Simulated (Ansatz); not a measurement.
```yaml
atoms:
  - { symbol: S, position_ang: [-0.5755, 1.5373, -1.3298] }
  - { symbol: Si, position_ang: [-0.0310, 0.1029, 0.2043] }
  - { symbol: S, position_ang: [2.0162, -0.4880, -0.1531] }
  - { symbol: Cl, position_ang: [-1.4043, -1.4898, 0.1893] }
  - { symbol: H, position_ang: [-1.9206, 1.4134, -1.1277] }
  - { symbol: H, position_ang: [-0.0322, 0.6555, 1.5904] }
  - { symbol: H, position_ang: [1.8078, -0.8125, -1.4627] }
```

Theory: Ansatz 0.2.0, RKS BLYP/def2-SVP.

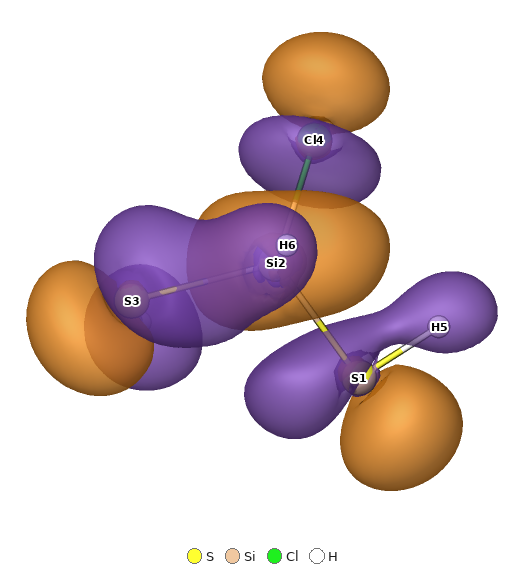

ClH3S2Si (SMILES S[SiH](S)Cl). The LUMO at ±0.08 Å⁻³ᐟ² (orange and purple are the two phases), seen at a tilt.

Where does this orbital lie, and at what energy?

Answer. Its weight (Hirshfeld) is mainly on Si2 (about 30 %), S1 (about 25 %), Cl4 (about 15 %), S3 (about 15 %) and H7 (about 5 %). Its energy is −1.04 eV.
